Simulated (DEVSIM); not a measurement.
Structure: abrupt InP n-p junction, at 400 K.

| layer (left to right) | material | thickness (μm) | Nd (cm⁻³) | Na (cm⁻³) | τn (s) | τp (s) |
|---|---|---|---|---|---|---|
| 1 | InP | 0.550 | 4.9e14 | - | 3.6e-9 | 3.6e-9 |
| 2 | InP | 0.700 | - | 1.8e16 | 3.6e-9 | 3.6e-9 |

Left contact: ohmic. Right contact: ohmic. Voltage is applied to the left contact. Recombination: SRH at mid-gap, radiative, Auger. Mobility is μmin + (μ − μmin)/(1 + (N/Nref)^α).

This is a model device: material constants are rounded textbook-type values typed into the input, and sizes, dopings and lifetimes were drawn at random. Values at 300 K; Nc and Nv go as T^1.5, mobilities as T to minus their exponent, the gap by Varshni's rule with the affinity fixed.

```tsv
parameter	InP
gap (eV)	1.344
affinity (eV)	4.38
permittivity	12.5
Nc (cm⁻³)	5.7e17
Nv (cm⁻³)	1.1e19
μn (cm²/Vs)	5200
μp (cm²/Vs)	170
μn,min	400
μp,min	10
Nref,n	3e17
Nref,p	4.9e17
αn	0.47
αp	0.62
T exponent of μn	2
T exponent of μp	2
B (cm³/s)	1.2e-10
Cn (cm⁶/s)	9e-31
Cp (cm⁶/s)	9e-31
Varshni α (eV/K)	0.000363
Varshni β (K)	162
```

Model (solved in DEVSIM): 1D drift-diffusion, Boltzmann statistics, complete ionisation; no tunnelling, impact ionisation, image-force lowering or self-heating.

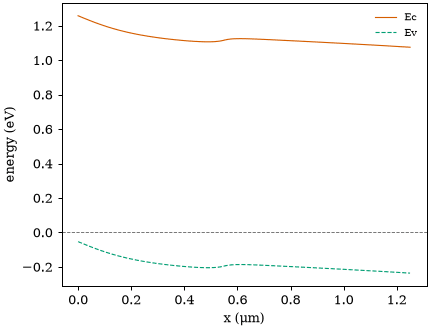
Figure. Band edges at -1.0 V on the left contact

Energies count from the Fermi level of the right contact; mesh points crowd at the junctions.

```tsv
x (μm)	Ec (eV)	Ev (eV)	n (cm⁻³)	p (cm⁻³)	field (V/cm)
0.000	1.258	-0.053	4.9e14	910000	-6400
0.01484	1.249	-0.063	5.3e14	4.8e14	-6400
0.03803	1.234	-0.077	6.2e14	1.0e15	-6100
0.07427	1.213	-0.098	8.2e14	1.5e15	-5600
0.1561	1.173	-0.138	1.6e15	2.3e15	-4100
0.2587	1.140	-0.171	3.1e15	3.4e15	-2500
0.3607	1.120	-0.192	4.8e15	4.8e15	-1600
0.4574	1.108	-0.203	5.9e15	6.5e15	-680
0.5002	1.107	-0.204	5.8e15	8.0e15	400
0.5276	1.110	-0.201	5.2e15	9.8e15	1900
0.5452	1.115	-0.197	4.4e15	1.2e16	3500
0.5634	1.121	-0.191	3.6e15	1.5e16	2500
0.5860	1.124	-0.187	3.0e15	1.8e16	880
0.6218	1.125	-0.186	2.7e15	2.0e16	-210
0.7033	1.121	-0.191	2.4e15	2.0e16	-710
0.8067	1.113	-0.198	2.1e15	2.0e16	-770
0.9405	1.102	-0.209	1.7e15	2.0e16	-810
1.063	1.092	-0.219	1.1e15	1.9e16	-850
1.160	1.084	-0.228	6.1e14	1.9e16	-900
1.202	1.080	-0.232	3.4e14	1.8e16	-920
1.229	1.077	-0.234	1.5e14	1.8e16	-930
1.250	1.075	-0.236	25000	1.8e16	-940
```
